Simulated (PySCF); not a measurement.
Molecule: C5H6SSe, SMILES Cc1ccc([SeH])s1, singlet. Atoms near the plane z = 1.0 Å, at the GFN2-xTB optimised geometry (x, y, z in Å): C1 (-2.0, 1.9, 0.0), C2 (-0.7, 1.2, 0.0), C3 (0.5, 1.7, 0.0), C4 (1.6, 0.7, 0.0), C5 (1.0, -0.5, 0.0), Se6 (2.0, -2.2, 0.0), S7 (-0.7, -0.5, 0.0), H8 (-1.8, 3.0, 0.0), H10 (-2.6, 1.7, 0.9), H11 (0.7, 2.8, 0.0), H12 (2.6, 0.9, 0.0), H13 (0.9, -3.0, 0.0).

Method: CAM-B3LYP/def2-TZVP run with PySCF. The values are rescaled to run from 0 to 1.

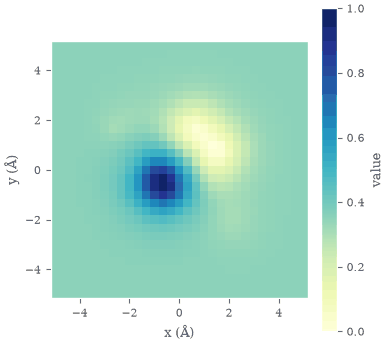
Fig. 1. a field on the plane z = 1.0 Å.

Problem. Which quantity is mapped?
(A) log10 of the electron density
(B) electrostatic potential
(C) Laplacian of the electron density
(D) an orbital amplitude

Solution. D, an orbital amplitude. In full: HOMO−1 amplitude (bohr^(-3/2)).
